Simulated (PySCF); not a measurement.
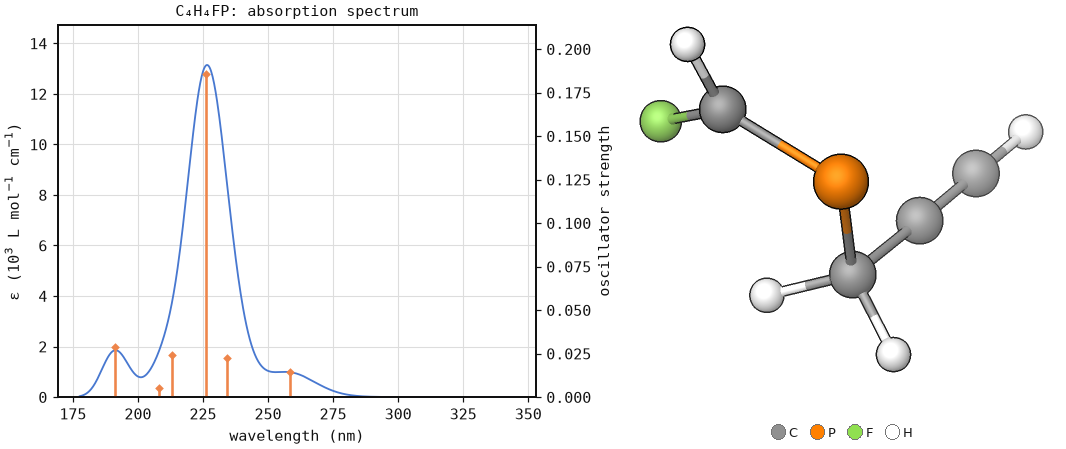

Computed absorption of C₄H₄FP, SMILES C#CC/P=C\F. Vertical TDDFT excitations, PBE0/def2-SVPD (IEF-PCM water), PySCF 2.14.0, at a PBE0-D3(BJ)/def2-SVP geometry (no frequency check). The lowest 6 singlet states are shown; each is broadened by a Gaussian of 1/e half-width 0.25 eV. Sticks give oscillator strengths (right axis).

**Where is the lowest singlet, and is it bright?**

S1 lies at 4.80 eV (258 nm) with f = 0.015, mainly HOMO−1 → LUMO (72 %); it is weak.

**List the transitions behind the spectrum.**

```csv
state,E (eV),λ (nm),f,main character
S1,4.80,258,0.015,HOMO−1 → LUMO (72 %)
S2,5.29,234,0.022,HOMO−2 → LUMO (76 %)
S3,5.48,226,0.186,HOMO → LUMO (56 %)
S4,5.82,213,0.024,HOMO−3 → LUMO (62 %)
S5,5.95,208,0.005,HOMO → LUMO+1 (69 %)
S6,6.48,191,0.029,HOMO−2 → LUMO+1 (33 %)
```

Caveats: one conformer of a flexible molecule; core orbitals are frozen in the response.
